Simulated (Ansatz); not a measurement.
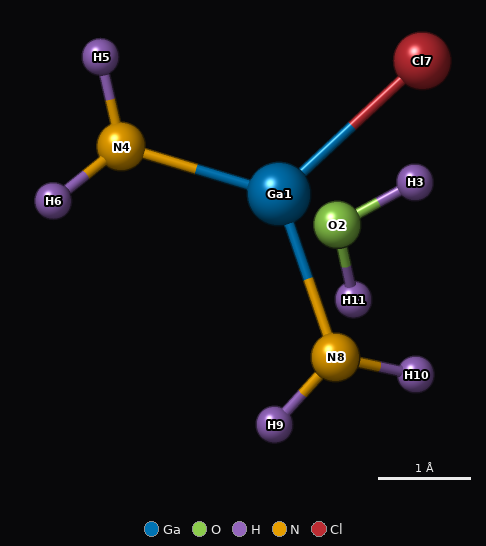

*The structure as given in the input (ball-and-stick view, seen at a tilt; atoms are numbered from 1 in the order of the input). Sticks mark near contacts.*

Bond lengths as drawn: Cl–Ga 2.16 Å, Ga–N 1.81 to 1.90 Å, H–N 1.01 to 1.02 Å and H–O 0.97 to 0.99 Å.

# Geometry relaxation of GaN2H6ClO (part 1 of 2)

- system: GaN2H6ClO
- method: RKS PBE0/def2-SVP (Ansatz 0.2.0)

It belongs to a series of runs on one base structure; here: end point B relaxed. Figures and captions count atoms from 1; the log counts them from 0 in places.

**The input**
```yaml
crystal:
  periodic: [false, false, false]
  atoms:
    - { symbol: Ga, position_ang: [0.183454, 0.735412, -0.401704] }
    - { symbol: O, position_ang: [-0.033108, -0.166992, 2.426846] }
    - { symbol: H, position_ang: [-0.965585, -0.41651, 2.383343] }
    - { symbol: "N", position_ang: [1.703979, 0.055749, -1.100887] }
    - { symbol: H, position_ang: [1.700608, -0.906265, -1.421454] }
    - { symbol: H, position_ang: [2.600918, 0.292222, -0.690867] }
    - { symbol: Cl, position_ang: [-1.707759, -0.139776, -0.952536] }
    - { symbol: "N", position_ang: [0.04428, 2.308169, 0.648138] }
    - { symbol: H, position_ang: [0.836917, 2.944427, 0.611801] }
    - { symbol: H, position_ang: [-0.808431, 2.836621, 0.479986] }
    - { symbol: H, position_ang: [-0.063973, 0.815543, 2.337733] }
basis:
  gaussian: { orbitals: def2-SVP }
hamiltonian:
  xc: pbe0
relax:
  f_tol: 0.03
  max_steps: 50
```

Command:
```bash
ansatz run input.yaml --threads 4 --pin off --max-ram 5120MiB --backend cpu --events-out ev --progress --plain --runs-dir out
```

**The program's output**
```
The last accepted step is kept in [file] (removed where the run ends without a failure and the disk answers)
Engine: ansatz 0.2.0, x86_64-unknown-linux-gnu
Functional definition: PBE0
  parameter a = 0.25
  parameter kappa = 0.804
  parameter beta = 0.06672455060314922
  exchange = (1 - a)*pbe_x(kappa = kappa, mu = beta*pi^2/3) + a*exact_x
  correlation = pbe_c(beta = beta)
1288 factors; integrals over basis functions are off by at most 4.5e-4 eV
mean field evaluation 1: about -69983.9567 eV, gradient 8.4e1 eV
mean field evaluation 2: about -69965.8372 eV, gradient 1.2e2 eV
mean field evaluation 4: about -69997.2285 eV, gradient 5.2e0 eV
mean field evaluation 8: about -69997.2959 eV, gradient 1.0e-1 eV
mean field evaluation 16: about -69997.2959 eV, gradient 1.4e-5 eV
mean field -69997.29592586 eV, -2572.3531794042 hartree, gradient 1.4e-5 eV, S^2 0.000000; 0 other end points of the search recorded, 0 dependent functions left out
the calculation of the forces begins
reference -69997.29595612 eV, -2572.3531805160 hartree; 38, 38 occupied and 84, 84 virtual orbitals, 1288 factors
relax step   1: F+E_penalty+E_count = -69997.29592586 eV  Δ(F+E_penalty+E_count) = +0.000e0 eV  max|allowed force component| = 9.487e-1 eV/Å  Δτ_max = 0.0000 Å  (27 SCF iters, accepted)
these checks for a lower state are left out or cut short: starts, cluster_reference, orbital_swaps, neighbouring_geometries, increment
1288 factors; integrals over basis functions are off by at most 4.6e-4 eV
mean field -69997.43864172 eV, -2572.3584241153 hartree, gradient 9.8e-6 eV, S^2 0.000000; 0 other end points of the search recorded, 0 dependent functions left out
the calculation of the forces begins
reference -69997.43867204 eV, -2572.3584252295 hartree; 38, 38 occupied and 84, 84 virtual orbitals, 1288 factors
relax step   2: F+E_penalty+E_count = -69997.43864172 eV  Δ(F+E_penalty+E_count) = -1.427e-1 eV  max|allowed force component| = 9.449e-1 eV/Å  Δτ_max = 0.1977 Å  (29 SCF iters, accepted)
these checks for a lower state are left out or cut short: starts, cluster_reference, orbital_swaps, neighbouring_geometries, increment
1288 factors; integrals over basis functions are off by at most 5.0e-4 eV
mean field -69997.59110890 eV, -2572.3640271808 hartree, gradient 1.1e-5 eV, S^2 0.000000; 0 other end points of the search recorded, 0 dependent functions left out
the calculation of the forces begins
reference -69997.59113915 eV, -2572.3640282925 hartree; 38, 38 occupied and 84, 84 virtual orbitals, 1288 factors
relax step   3: F+E_penalty+E_count = -69997.59110890 eV  Δ(F+E_penalty+E_count) = -1.525e-1 eV  max|allowed force component| = 1.163e0 eV/Å  Δτ_max = 0.1935 Å  (30 SCF iters, accepted)
these checks for a lower state are left out or cut short: starts, cluster_reference, orbital_swaps, neighbouring_geometries, increment
1288 factors; integrals over basis functions are off by at most 4.4e-4 eV
mean field evaluation 32: about -69997.6071 eV, gradient 2.4e-1 eV
mean field -69997.62921920 eV, -2572.3654277085 hartree, gradient 1.9e-5 eV, S^2 0.000000; 0 other end points of the search recorded, 0 dependent functions left out
the calculation of the forces begins
reference -69997.62924954 eV, -2572.3654288234 hartree; 38, 38 occupied and 84, 84 virtual orbitals, 1288 factors
relax step   4: F+E_penalty+E_count = -69997.62921920 eV  Δ(F+E_penalty+E_count) = -3.811e-2 eV  max|allowed force component| = 7.956e-1 eV/Å  Δτ_max = 0.1948 Å  (29 SCF iters, accepted)
these checks for a lower state are left out or cut short: starts, cluster_reference, orbital_swaps, neighbouring_geometries, increment
1288 factors; integrals over basis functions are off by at most 4.8e-4 eV
mean field -69997.66704101 eV, -2572.3668176343 hartree, gradient 7.6e-6 eV, S^2 0.000000; 0 other end points of the search recorded, 0 dependent functions left out
the calculation of the forces begins
reference -69997.66707124 eV, -2572.3668187452 hartree; 38, 38 occupied and 84, 84 virtual orbitals, 1288 factors
relax step   5: F+E_penalty+E_count = -69997.66704101 eV  Δ(F+E_penalty+E_count) = -3.782e-2 eV  max|allowed force component| = 3.268e-1 eV/Å  Δτ_max = 0.0658 Å  (30 SCF iters, accepted)
these checks for a lower state are left out or cut short: starts, cluster_reference, orbital_swaps, neighbouring_geometries, increment
1288 factors; integrals over basis functions are off by at most 4.8e-4 eV
mean field -69997.66370115 eV, -2572.3666948967 hartree, gradient 1.1e-5 eV, S^2 0.000000; 0 other end points of the search recorded, 0 dependent functions left out
the calculation of the forces begins
reference -69997.66373135 eV, -2572.3666960064 hartree; 38, 38 occupied and 84, 84 virtual orbitals, 1288 factors
relax step   6: F+E_penalty+E_count = -69997.66370115 eV  Δ(F+E_penalty+E_count) = +3.340e-3 eV  max|allowed force component| = 1.621e-1 eV/Å  Δτ_max = 0.0770 Å  (29 SCF iters, rejected (line search))
these checks for a lower state are left out or cut short: starts, cluster_reference, orbital_swaps, neighbouring_geometries, increment
1288 factors; integrals over basis functions are off by at most 4.8e-4 eV
mean field -69997.67173888 eV, -2572.3669902778 hartree, gradient 6.0e-6 eV, S^2 0.000000; 0 other end points of the search recorded, 0 dependent functions left out
the calculation of the forces begins
reference -69997.67176905 eV, -2572.3669913864 hartree; 38, 38 occupied and 84, 84 virtual orbitals, 1288 factors
relax step   7: F+E_penalty+E_count = -69997.67173888 eV  Δ(F+E_penalty+E_count) = -4.698e-3 eV  max|allowed force component| = 9.500e-2 eV/Å  Δτ_max = 0.0353 Å  (30 SCF iters, accepted)
these checks for a lower state are left out or cut short: starts, cluster_reference, orbital_swaps, neighbouring_geometries, increment
1288 factors; integrals over basis functions are off by at most 4.8e-4 eV
mean field evaluation 64: about -69997.6724 eV, gradient 7.5e-6 eV
mean field -69997.67239007 eV, -2572.3670142088 hartree, gradient 7.4e-6 eV, S^2 0.000000; 0 other end points of the search recorded, 0 dependent functions left out
the calculation of the forces begins
reference -69997.67242025 eV, -2572.3670153178 hartree; 38, 38 occupied and 84, 84 virtual orbitals, 1288 factors
relax step   8: F+E_penalty+E_count = -69997.67239007 eV  Δ(F+E_penalty+E_count) = -6.512e-4 eV  max|allowed force component| = 4.703e-2 eV/Å  Δτ_max = 0.0347 Å  (29 SCF iters, accepted)
these checks for a lower state are left out or cut short: starts, cluster_reference, orbital_swaps, neighbouring_geometries, increment
1288 factors; integrals over basis functions are off by at most 4.7e-4 eV
mean field -69997.67259119 eV, -2572.3670215996 hartree, gradient 6.6e-6 eV, S^2 0.000000; 0 other end points of the search recorded, 0 dependent functions left out
the calculation of the forces begins
reference -69997.67262140 eV, -2572.3670227098 hartree; 38, 38 occupied and 84, 84 virtual orbitals, 1288 factors
relax step   9: F+E_penalty+E_count = -69997.67259119 eV  Δ(F+E_penalty+E_count) = -2.011e-4 eV  max|allowed force component| = 4.600e-2 eV/Å  Δτ_max = 0.0349 Å  (30 SCF iters, accepted)
these checks for a lower state are left out or cut short: starts, cluster_reference, orbital_swaps, neighbouring_geometries, increment
1288 factors; integrals over basis functions are off by at most 4.8e-4 eV
mean field -69997.67300650 eV, -2572.3670368621 hartree, gradient 7.1e-6 eV, S^2 0.000000; 0 other end points of the search recorded, 0 dependent functions left out
the calculation of the forces begins
reference -69997.67303668 eV, -2572.3670379712 hartree; 38, 38 occupied and 84, 84 virtual orbitals, 1288 factors
relax step  10: F+E_penalty+E_count = -69997.67300650 eV  Δ(F+E_penalty+E_count) = -4.153e-4 eV  max|allowed force component| = 2.435e-2 eV/Å  Δτ_max = 0.0133 Å  (30 SCF iters, accepted)
1288 factors; integrals over basis functions are off by at most 4.8e-4 eV
mean field evaluation 96: about -69997.6730 eV, gradient 6.6e-6 eV
```

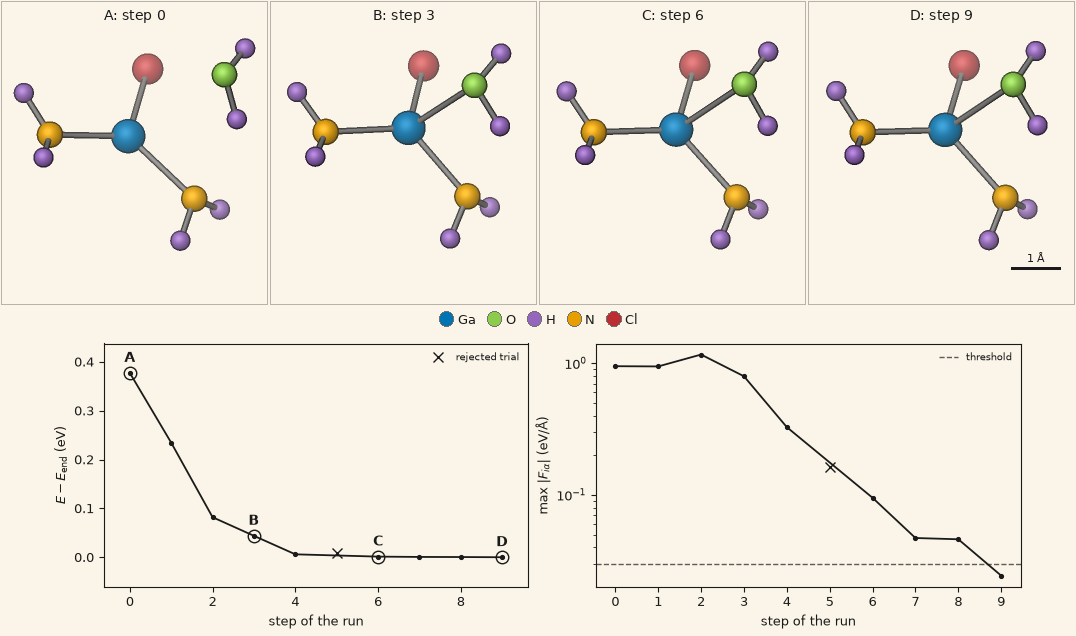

*Frames of the relaxation (ball-and-stick view, seen at a tilt) above the curves, on which the letters mark them (the first geometry is step 0 here and step 1 in the log).*

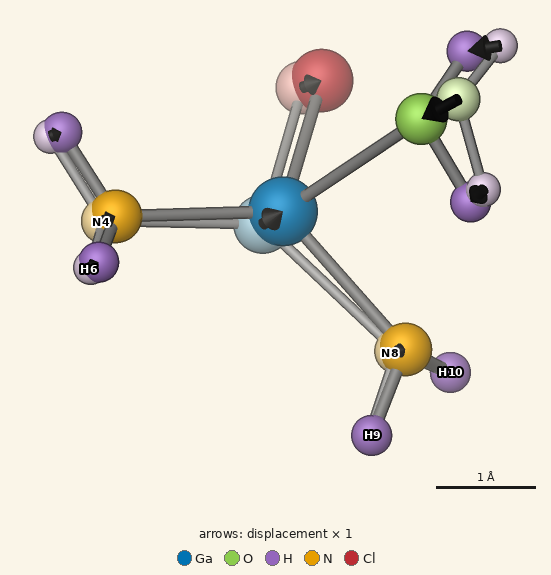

*Start (faint) and end (solid) with the displacements as black arrows, at true length (ball-and-stick view, seen at a tilt). The two geometries are laid on each other by the best rigid fit.*

Over 9 geometry steps the energy falls by 0.377 eV. Largest force component: 0.95 eV/Å at the start, 0.024 eV/Å at the end. The line search rejected the trial step at point 5 (counted from 0) and went back. The largest move after the best rigid fit is that of O2, 0.51 Å. Largest moves by element: O 0.51 Å, H 0.36 Å, Ga 0.32 Å, Cl 0.24 Å, N 0.14 Å. Among the contacts that change: Ga1–O2 2.977 → 2.154 Å, Ga1–Cl7 2.155 → 2.182 Å, Ga1–N8 1.896 → 1.878 Å, Ga1–N4 1.806 → 1.822 Å. New bonds form: Ga1–O2 (2.98 → 2.15 Å). Among the angles that change: H3–O2–H11 102.9° → 106.5°. (Atoms are counted from 1 in the order of the input.)
